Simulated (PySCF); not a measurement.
**C4H13NSi (SMILES [H][Si]([H])(C)N(C)CC): density, localisation and related maps**

The calculation's input:

```
{"job": {"kind": "nmr", "xc": "PBE0", "basis": "pcSseg-1"}, "charge": 0, "multiplicity": 1}
Si     0.658304     1.286080     0.241168
H      1.501185     1.070069     1.471554
H      1.600244     1.608560    -0.876294
C     -0.489503     2.725808     0.598038
H      0.110146     3.635606     0.760258
H     -1.087039     2.561336     1.507831
H     -1.175013     2.909378    -0.243155
N     -0.238970    -0.113281    -0.275388
C     -1.447060    -0.519887     0.398248
C      0.389444    -1.134546    -1.087384
C      1.055378    -2.264879    -0.310616
H     -2.150235    -0.985204    -0.317348
H     -1.286638    -1.248139     1.218516
H     -1.960728     0.350672     0.833663
H     -0.372153    -1.559194    -1.770730
H      1.139127    -0.649204    -1.735075
H      1.496992    -3.005029    -0.996033
H      1.858483    -1.878304     0.336640
H      0.335266    -2.796383     0.330710
```

Command:

```sh
OMP_NUM_THREADS=1 python probes_run.py task.json out
```

Geometry: PBE0-D3(BJ)/def2-SVP.

Method: PySCF 2.14.0, PBE0/pcSseg-1, SCF density, gas phase, non-relativistic.

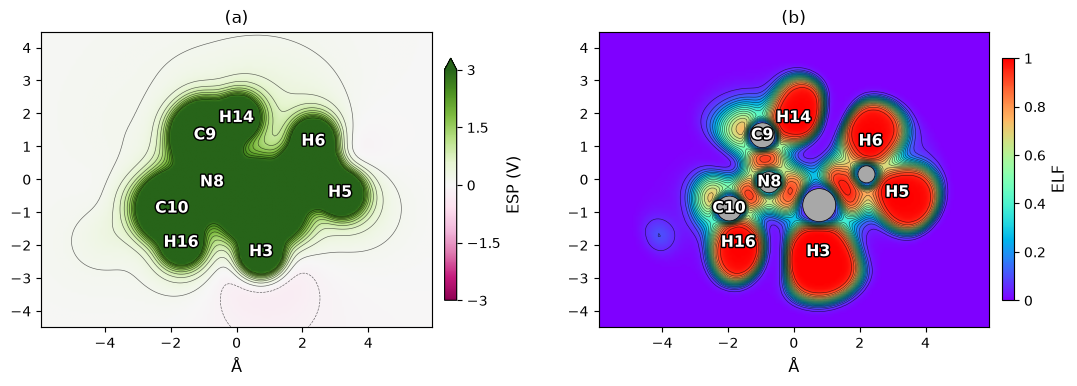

Figure 1. (a) electrostatic potential; (b) ELF on the plane of atoms C9, N8 and C10. Grey discs cover the atomic cores in the ELF map.

What do the fields say about this system?

Answer. The section cuts through H, N and C sites.
C–N (1.44 Å): the ELF peaks at about 0.90 between the atoms (localised, covalent bonding).
C–H (1.10 Å): the ELF climbs to about 1 towards the hydrogen, as it does in any bond to H: an ordinary covalent bond to hydrogen.
The potential has no marked negative region in this plane.

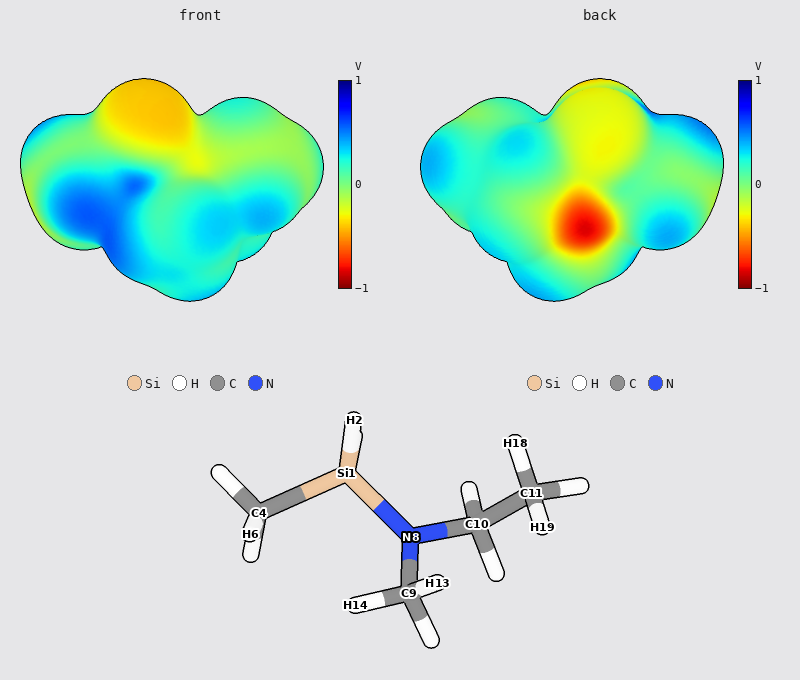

Figure 2. The molecular electrostatic potential painted on the density surface at 0.001 e/bohr³, seen from the front and from behind; the colour scale runs from red (negative) to blue (positive). The bare structure is drawn below in the same view.

Describe the electrostatic potential map.

Answer. The most negative region (about −0.8 V) lies over N8, the most positive (about +0.6 V) over Si1, H6 and H14.
